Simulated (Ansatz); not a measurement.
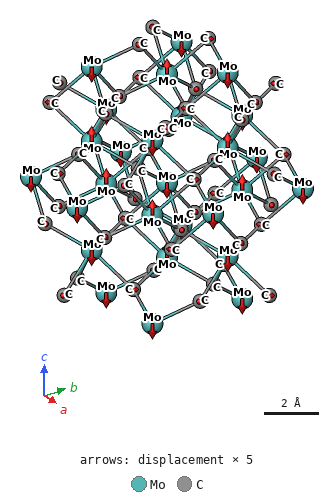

This is a relaxation of solid Mo₂C₃ (built on the corundum_167 type) (coarse preliminary run). The starting structure is drawn; red arrows show the displacements (the part carried along by the change of the cell is left out), magnified 5 times.

A ball-and-stick model of the atoms within 5.8 Å of the atom that moves most (axes of the conventional cell (3 times the calculation's cell)), seen slightly off an axis. Lengths and directions refer to the drawn axes.

Case: corundum type (R-3c, No. 167).

Theory: Ansatz, DFT PBE, scalar-relativistic, plane waves, PAW. Settings: plane-wave cutoff 420 eV; k-point mesh 6 × 6 × 6; occupations gaussian; smearing width 0.1 eV; no spin polarisation; cell and atoms relaxed; force threshold 0.04 eV/Å; at most 70 steps.

### Atoms of which element are displaced furthest, and by how much?

Molybdenum: up to 0.12 Å, against 0.04 Å for carbon.

### Describe the change and its energy.

The largest moves relative to the cell, 0.12 Å, are those of Mo atoms. Largest moves by element: Mo 0.12 Å, C 0.04 Å. Cell: a = b 5.127 → 5.158 Å (+0.6 %), c 13.998 → 15.254 Å (+9.0 %). Volume +10.3 %. Near-neighbour distances that change, for instance: C–Mo 1.998 → 2.087 Å, C–Mo 2.124 → 2.167 Å, Mo–Mo 3.007 → 2.996 Å, Mo–Mo 2.861 → 2.870 Å. Among the angles between lasting bonds that change: C–Mo–C 101.2° → 94.4°, C–Mo–C 164.2° → 170.4°, Mo–C–Mo 120.4° → 125.5°. The space group stays R-3c (No. 167). The energy falls by 112 meV per atom in 6 accepted moves (8 points after the start). The largest force component goes from 0.21 to 0.0015 eV/Å. The pressure goes from 26.59 to 0.00 GPa. The SCF was repeated twice at an unchanged geometry on a basis and grid sized afresh for the cell, which shifted the energy by 3.9 meV per atom at most. Cost: 110 s on 1 thread of Intel(R) Xeon(R) Platinum 8259CL CPU @ 2.50GHz (Skylake/Cascade Lake), with other jobs on the host, peak memory 0.53 GiB.
